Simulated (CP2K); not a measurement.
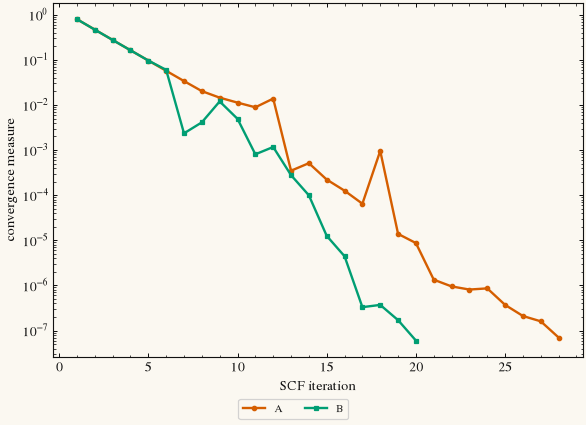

Two SCF runs that differ in one setting.
H5OSi2 (SMILES [SiH2-]O[SiH3]) (charge −1); CP2K 2026.2, RHF AM1.

A: eps_diis set to 0.01 (from 0.1)
B: usual settings

Q: How did each SCF end?

A: Run B converged in 20 iterations. Run A converged in 28 iterations. CP2K mixes the density linearly, with weight alpha, until the error falls below EPS_DIIS, and only then turns to DIIS. That happens at step 6 with the usual settings and at step 12 in the changed run. Both end at the same energy within 1 meV.
